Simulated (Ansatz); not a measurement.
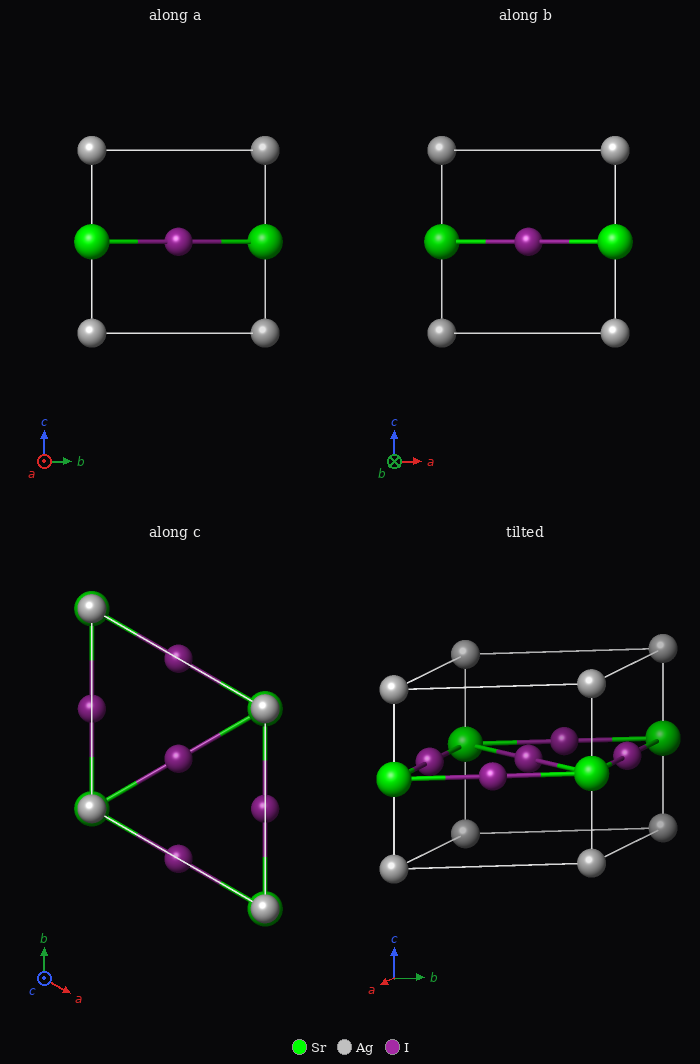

The crystal in a ball-and-stick representation, seen along the a axis, along the b axis, along the c axis and slightly off an axis. Lines trace the edges of the conventional unit cell.

Lattice parameters: a = 6.985 Å, b = 6.985 Å, c = 6.379 Å, α = 90.00°, β = 90.00°, γ = 120.00°. Put a along x and b in the xy plane.

Question: From the views, write a POSCAR file.

Answer:
```
Sr Ag I
1.0
     6.985    0.000    0.000
    -3.493    6.049    0.000
     0.000    0.000    6.379
Sr Ag I
1 1 3
Direct
  0.0000 0.0000 0.5000
  0.0000 0.0000 0.0000
  0.5000 0.0000 0.5000
  0.0000 0.5000 0.5000
  0.5000 0.5000 0.5000
```

The cell started as a random cell made by a generator, so it need not be a real form of the compound. It was relaxed with DFT PBE, scalar-relativistic, plane waves, PAW in Ansatz 0.2.0.
